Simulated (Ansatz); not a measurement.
The figure comes from a scan of In₂Au (fluorite type, space group Fm-3m): a phonon pattern at X = (0.5, 0.5, 0.0) is frozen into a 6-atom cell, Q being the largest atomic displacement. Computed with LDA (plane waves to 420 eV, PAW, scalar-relativistic; Ansatz, an electronic-structure program). k mesh 13×13×13 (Γ-centred), Fermi-Dirac smearing 0.05 eV. Energies are smeared free energies. With partly filled bands, energies and forces of such displacements shift with the k mesh and the smearing. In2Au was relaxed with its symmetry unable to fall. Spin-orbit coupling is left out, though Au is heavy. The zero of ΔE is the undisplaced structure.

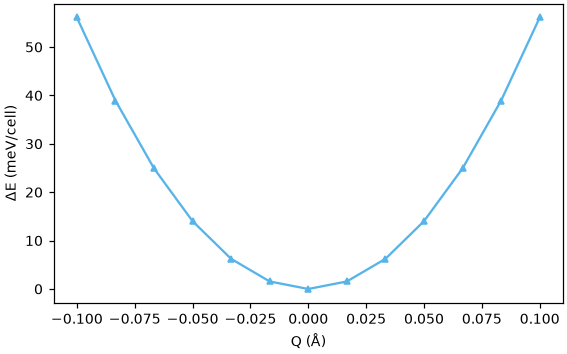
Figure: ΔE (meV/cell) against Q (Å); markers are the computed points, lines only join them.

### Question
Read the plotted values off the figure, to the accuracy that the plot allows.

### Answer
To the nearest 1:

```
Q (Å)   ΔE (meV/cell)
------  -------------
-0.100             56
-0.083             39
-0.067             25
-0.050             14
-0.033              6
-0.017              2
0.000               0
0.017               2
0.033               6
0.050              14
0.067              25
0.083              39
0.100              56
```

(A displaced cell: forces are minus the slopes of the energy, force constants its curvatures, and phonons follow from these.)
